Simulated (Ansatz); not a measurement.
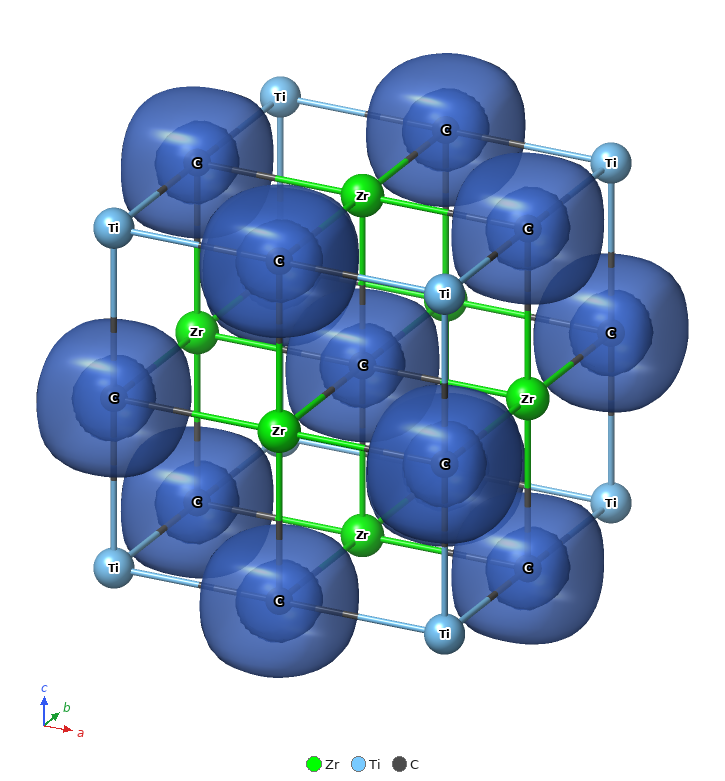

Figure 1: Zr$_{3}$TiC$_{4}$. Isosurface of the electron localisation function at 0.7 (blue), seen at an oblique angle. Core shells and regions of very low density are left out. Sticks mark near contacts.

Space group Pm-3m; a structure generated by program, which may or may not match a known phase; computed without spin polarisation.

Method: DFT PBE, scalar-relativistic, plane waves, PAW (Ansatz 0.2.0).

```
Zr Ti C
1.0
     4.63134    0.00000    0.00000
     0.00000    4.63134    0.00000
     0.00000    0.00000    4.63134
Zr Ti C
3 1 4
Direct
  0.50000 0.00000 0.50000
  0.00000 0.50000 0.50000
  0.50000 0.50000 0.00000
  0.00000 0.00000 0.00000
  0.50000 0.50000 0.50000
  0.00000 0.50000 0.00000
  0.50000 0.00000 0.00000
  0.00000 0.00000 0.50000
```

**Identify the bonds, lone pairs and shells in this picture.**

The surface consists of four regions wrapped around C (the valence shell of each), counted in one cell of 8 atoms. Any copies at cell faces, edges or corners count once.

Values along the shortest contacts:
Zr–C (2.32 Å): the ELF peaks at about 0.80 in the valence shell of C, 0.7 Å from its nucleus, and drops to about 0.20 between the two atoms: no shared electron pair shows on this line. Ti–C (2.32 Å): the ELF peaks at about 0.80 in the valence shell of C, 0.7 Å from its nucleus, and is about 0.30 at the midpoint.

**How much charge does the calculation move between the atoms?**

Electrons move from Zr and Ti towards C. Bader charges: Zr +1.90, Ti +1.68 and C −1.84 e.
